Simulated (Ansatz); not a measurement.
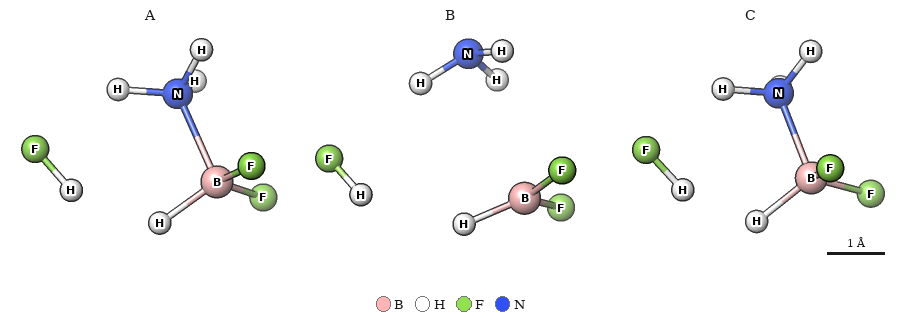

3 geometries from one relaxation of BNH$_{5}$F$_{3}$, in shuffled order. Style: ball-and-stick. Shown at a tilt.

The run prepares an end point of a later path (reaction) calculation, from a guessed geometry.

Computed with RKS PBE/6-31G* (Ansatz). Set-up: no spin polarisation; force threshold 0.03 eV/Å; at most 50 steps.

Put them in the order of the run, from the start to the converged end.

B, A, C. They are steps 0, 11, 18, at +104.9 kJ/mol, +17.8 kJ/mol relative to the last. The atom that moves furthest after the best rigid fit is the N atom (0.74 Å). Largest moves by element: N 0.74 Å, F 0.59 Å, H 0.46 Å, B 0.45 Å. Some distances before and after: B–N 2.847 → 1.675 Å, B–H 1.175 → 1.251 Å, F–H 0.922 → 0.969 Å, B–F 1.333 → 1.380 Å. New bonds form, among them: B–N (2.85 → 1.68 Å). Bond angles that change, for instance: H–B–F 120.0° → 112.5°, H–B–F 120.3° → 113.4°, F–B–F 118.8° → 115.4°. After 17 accepted moves (18 points after the start) the energy has fallen by 104.9 kJ/mol. Largest force component: 1.2 eV/Å at the start, 0.029 eV/Å at the end. The line search rejected the trial step at point 1 of the run. Cost: 21 s on 2 threads of Intel(R) Xeon(R) 6975P-C (Granite Rapids), on a shared host, peak memory 0.13 GiB.
